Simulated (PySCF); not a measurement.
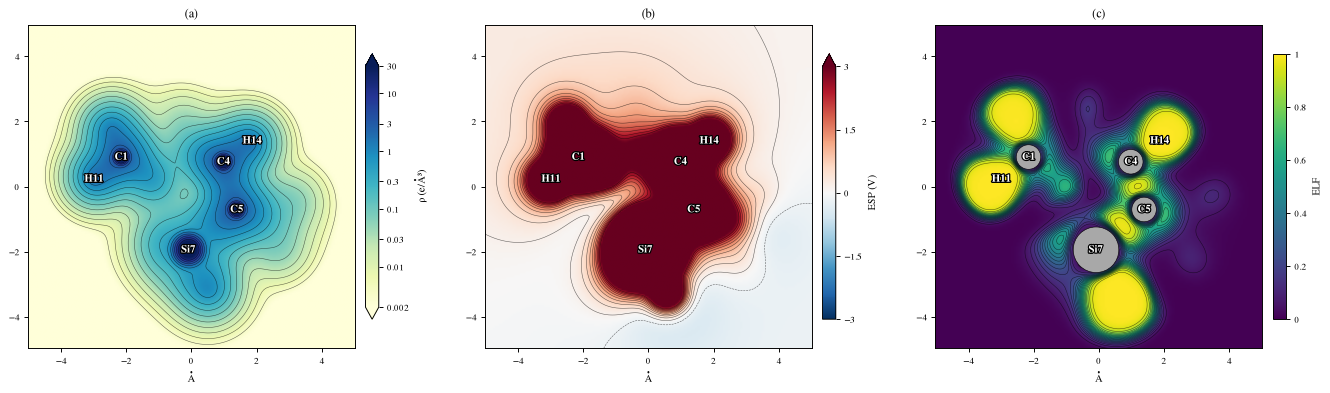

The picture shows: C$_{5}$H$_{13}$ClOSi. (a) electron density; (b) electrostatic potential; (c) electron localisation function on the plane of atoms C4, C5 and Si7. Grey discs cover the atomic cores in the ELF map.

Geometry: GFN2-xTB.

Computed with PySCF 2.14.0, PBE0/pcSseg-1, SCF density, gas phase, non-relativistic.

```csv
atom,x (Å),y (Å),z (Å)
C,2.3738,-1.1347,0.4425
O,1.1316,-1.2058,-0.2142
C,0.8904,-0.1628,-1.1339
C,0.3334,1.0830,-0.4481
C,-1.0042,0.7927,0.2164
C,-2.1458,0.8055,-0.7820
Si,-1.0194,-0.7858,1.3171
Cl,-1.3030,2.1580,1.3693
H,3.1976,-1.1982,-0.2780
H,2.4838,-0.2151,1.0259
H,2.4136,-1.9897,1.1143
H,0.1611,-0.5608,-1.8440
H,1.8104,0.0843,-1.6798
H,0.2332,1.8864,-1.1831
H,1.0464,1.4128,0.3108
H,-2.1781,1.7455,-1.3336
H,-3.0969,0.6736,-0.2715
H,-2.0258,-0.0105,-1.4915
H,-2.2558,-0.6348,2.0979
H,-1.1546,-1.9943,0.5155
H,0.0993,-0.7323,2.2495
```

### What do the fields say about this system?

Atoms in the plane: C, Si and H. C–C (1.52 Å): ρ at the midpoint is about 1.7 e/Å³; the ELF peaks at about 0.95 between the atoms (a covalent bond). C–Si (1.92 Å): ρ is about 0.91 e/Å³ halfway; the ELF peaks at about 1 between the atoms; localised, covalent bonding. C–H (1.09 Å): ρ at the midpoint is about 2 e/Å³; the ELF climbs to about 1 towards the hydrogen, as it does in any bond to H (an ordinary covalent bond to hydrogen). Outside the dense part of the molecule the potential is most negative (−0.4 V) near H19, which lies off the plane.
